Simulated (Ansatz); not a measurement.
**Cl2GaH2N···H2S: density, localisation and related maps**

```
atom    x (Å)    y (Å)    z (Å)
  Ga   0.0427  -0.1828   0.1738
   N  -0.0303  -0.0743   2.0648
   H  -0.7824  -0.6120   2.4976
   H   0.8493  -0.2603   2.5479
  Cl   1.9098  -0.0093  -0.8634
  Cl  -1.7795  -0.5876  -0.8918
   S  -0.7835   3.1041   0.8751
   H  -2.0344   2.6579   0.6158
   H  -0.5728   2.1058   1.8117
```

Not at a stationary point (largest force 1.2 eV/Å).

Theory: Ansatz, RKS B3LYP-D4/def2-SVP.

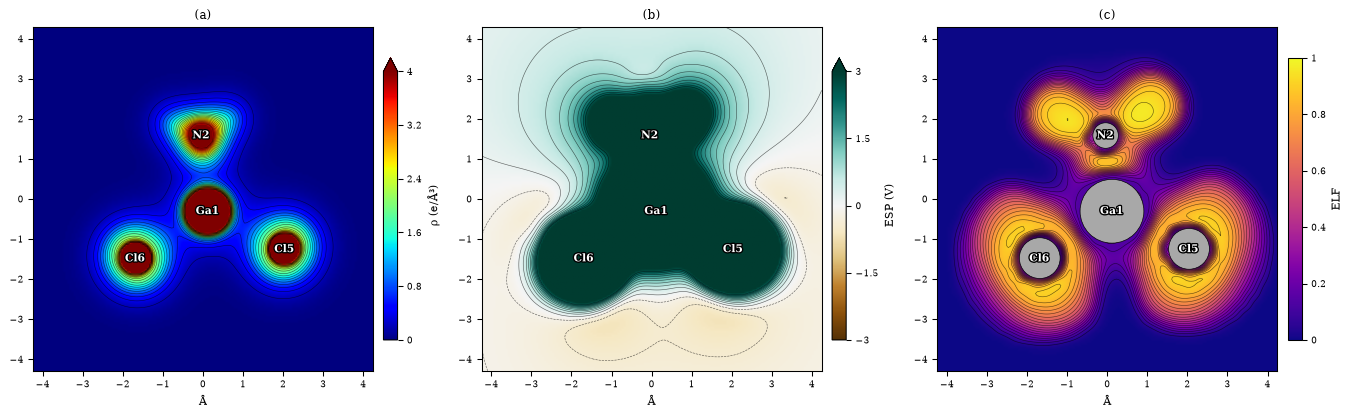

Figure 1. (a) electron density; (b) molecular electrostatic potential; (c) ELF on the plane of atoms N2, Ga1 and Cl6. Grey discs cover the atomic cores in the ELF map.

Read the bonding off the picture.

Answer.
- Atoms in the plane: Ga, N and Cl.
- Ga–N (1.90 Å): ρ at the midpoint is about 0.79 e/Å³; the ELF peaks at about 0.85 in the valence shell of N, 0.7 Å from its nucleus, and is about 0.35 at the midpoint.
- Ga–Cl (2.14 Å): ρ at the midpoint is about 0.69 e/Å³; the ELF peaks at about 0.85 in the valence shell of Cl, 0.8 Å from its nucleus, and is about 0.55 at the midpoint.
- The ELF also peaks beside Cl6 and Cl5, away from the bonds: lone-pair regions.
- Outside the dense part of the complex the potential is most negative (−0.7 V) near Cl5.

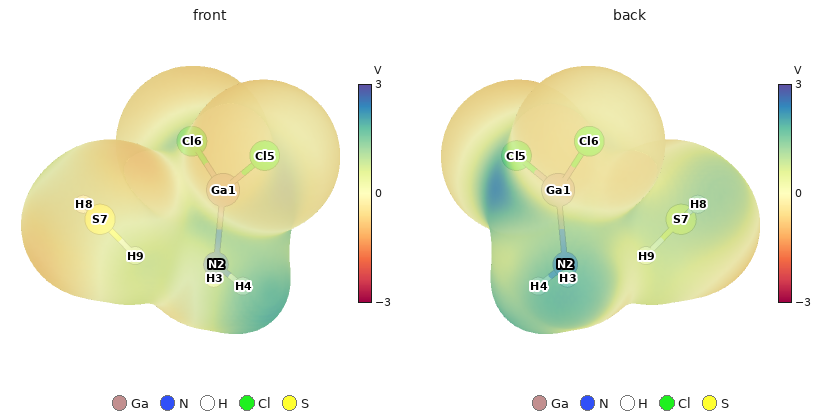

Figure 2. The molecular electrostatic potential painted on the density surface at 0.002 e/bohr³, seen from the front and from behind; red is negative and blue positive.

Describe the electrostatic potential map.

Answer. The most negative region (about −0.8 V) lies over S7, the most positive (about +2.2 V) over Ga1.

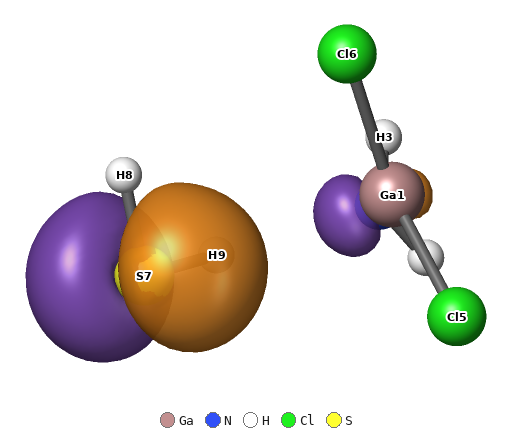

Figure 3. The HOMO at ±0.15 Å⁻³ᐟ² (orange and purple are the two phases), seen from one side.

Describe this orbital and give its energy.

Answer. It lies mainly on S7 (about 80 %) and N2 (about 5 %); largely a lone pair of S7. Its energy is −7.18 eV.
